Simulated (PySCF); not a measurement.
# C6H10ClF: the cost of one run

Computed with PySCF 2.14.0 and routines of our own; the level stands in each step. Atoms count from 0.

## (1) The system as given

18 atoms, charge 1, multiplicity 2; geometry from: GFN2-xTB.

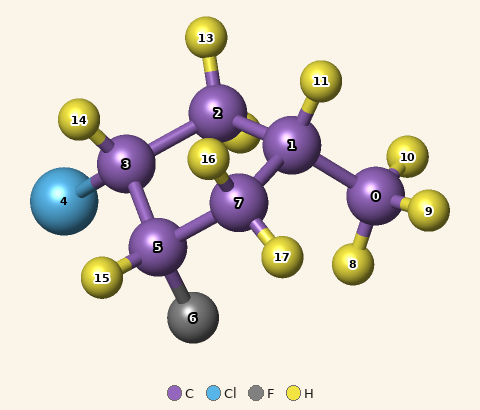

The starting geometry (carbon purple, chlorine blue, fluorine grey, hydrogen yellow).

## (2) Open-shell or spin-flip excitations: unrestricted TDDFT CAM-B3LYP/def2-SVP

What the job is given:

```
{"job": {"kind": "uabs", "xc": "CAM-B3LYP", "basis": "def2-SVP", "nstates": 10, "tda": false}, "charge": 1, "multiplicity": 2}
C     -1.772941    -0.848014     0.319270
C     -0.895636     0.319869    -0.075381
C      0.074866     0.797902     1.013572
C      1.485996     0.619402     0.434451
Cl     2.615139     0.036282     1.671431
C      1.311536    -0.385865    -0.727995
F      1.191468    -1.650807    -0.238274
C     -0.042697     0.049719    -1.313108
H     -1.153171    -1.744340     0.438004
H     -2.504112    -1.076603    -0.454583
H     -2.288807    -0.669292     1.259994
H     -1.593387     1.149876    -0.288301
H     -0.059809     0.204091     1.921096
H     -0.072450     1.839770     1.305137
H      1.893495     1.547337     0.025814
H      2.136881    -0.396026    -1.445068
H      0.119335     0.947142    -1.910099
H     -0.454465    -0.734126    -1.947618
```

Level: unrestricted TDDFT CAM-B3LYP/def2-SVP, vertical, gas phase, core orbitals frozen in the response.

On the command line:

```bash
$ OMP_NUM_THREADS=1 python excited_run.py task.json out
```

This one command runs all jobs of the session in turn.

**Question.** How long does this first job take on 1 thread of Intel Xeon Platinum 8175M at 2.50GHz, shared host, and how much memory does it need?

About 2.5 min, with a peak of 0.73 GiB.
